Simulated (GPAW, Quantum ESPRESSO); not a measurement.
Consider CdAg (Pm-3m).

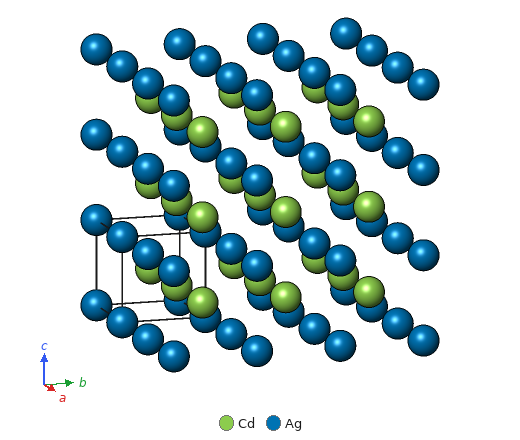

The structure (cadmium green, silver blue). 3×3×3 cells are drawn. Some periodic images of atoms are drawn too.

```xyz
2
Lattice="3.3300 0.0000 0.0000 0.0000 3.3300 0.0000 0.0000 0.0000 3.3300" Properties=species:S:1:pos:R:3 pbc="T T T"
Cd    1.6650    1.6650    1.6650
Ag    0.0000    0.0000    0.0000
```

Absorber: atom 2, with 8 Cd at 2.88 Å and 6 Ag at 3.33 Å (cube and octahedron, as in bcc, site symmetry m-3m). Method: GPAW, LDA, excited-electron core hole (neutral cell), 16-atom cell with 6.7 Å between holes, 5×5×5 k points, dipole transitions, Gaussian full width 2.4 eV up to 4 eV, rising linearly to 3.5 eV at 25 eV.

What does the Ag L₃ edge look like?

Main maxima up to 30 eV above the zero (height): 5.0 eV (0.88), 11.2 eV (1.11), 18.0 eV (1.56) and 24.0 eV (1.30). At an L edge the dipole rule selects empty d and s states; the absorber's d shell is nominally full, so the onset shows only d character mixed into the empty bands. 

The Ag L₃ spectrum (energy from the lowest empty level; intensity scaled to a mean of 1 over the first 20 eV):

| E (eV) | intensity |
| --- | --- |
| -2.0 | 0.02 |
| -0.5 | 0.19 |
| 1.0 | 0.64 |
| 2.5 | 0.87 |
| 4.0 | 0.87 |
| 5.5 | 0.87 |
| 7.0 | 0.83 |
| 8.5 | 0.85 |
| 10.0 | 1.02 |
| 11.5 | 1.11 |
| 13.0 | 0.95 |
| 14.5 | 0.87 |
| 16.0 | 1.15 |
| 17.5 | 1.53 |
| 19.0 | 1.49 |
| 20.5 | 1.31 |
| 22.0 | 1.24 |
| 23.5 | 1.29 |
| 25.0 | 1.26 |
| 26.5 | 1.10 |
| 28.0 | 0.97 |
| 29.5 | 0.95 |
| 31.0 | 1.05 |

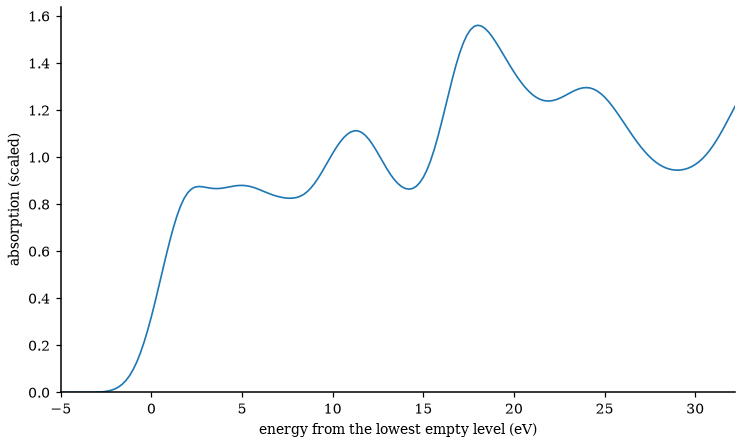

The Ag L₃ edge.

Only the L₃ part is meant: spin–orbit coupling of the core level isn't computed and the L₂ copy isn't added. The script folds with a Gaussian, whereas the core hole's own line is a Lorentzian, so the onset is too steep and the first peak too high. Lifetime broadening is put in by hand, and intensities beyond about 20 eV depend on it and on the partial waves. The structure is a published determination, not relaxed.

[Banner, clock and machine lines of the logs are left out without a mark of their own.]

[Logs are printed without paths, hosts, clocks, repeated set-up lines and the standing remarks that a program may print on its own settings, such as how far it seeks lower states.]

[Hosts, paths, dates, database ids (printed as entryN), source tags and the programs' standing remarks are cut or masked in the printed files.]

[Lists of maxima count a maximum above −3 eV only where it reaches 4 % of the highest in the window and stands out from its surroundings by 2 % of it (1.5 % where it reaches 55 %); shoulders and weaker maxima are passed over, and of the rest the first, up to two pre-edge ones and the few strongest are named.]
